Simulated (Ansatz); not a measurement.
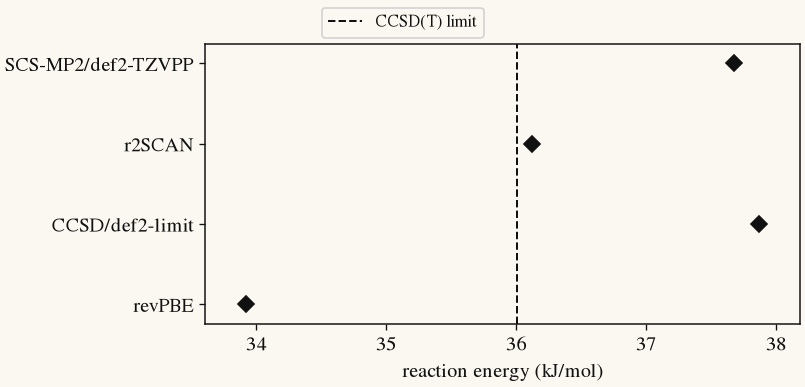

Electronic reaction energy of Si₂H₅Cl ([SiH3][SiH2]Cl) + H₂S (S) → Si₂H₆S ([SiH3][SiH2]S) + HCl (Cl) (SMILES in brackets) at several levels (functionals in def2-TZVPP unless a basis is named), isolated molecules at PBE0-D4 triple-zeta geometries, minima by their frequencies, no zero-point or thermal terms, the Ansatz code 0.2.0. The line is frozen-core CCSD(T) at the basis limit (MP2 extrapolated from triple and quadruple zeta, plus CCSD(T) less MP2 in a smaller set). The distance of SCS-MP2/def2-TZVPP to the limit includes basis error.

**What do zero-point energy and temperature add?**

Zero-point change −1.4 kJ/mol; at 298.15 K and 1 bar the CCSD(T) limit plus thermal terms gives an enthalpy of reaction of 35.5 and a free energy of 36.7 kJ/mol (harmonic PBE0-D4 modes, ideal gas).

**Which level comes closest to the line (CCSD(T) limit), and which misses most?**

Closest r2SCAN (36.1 kJ/mol), against 36.0 kJ/mol; farthest revPBE (33.9 kJ/mol).
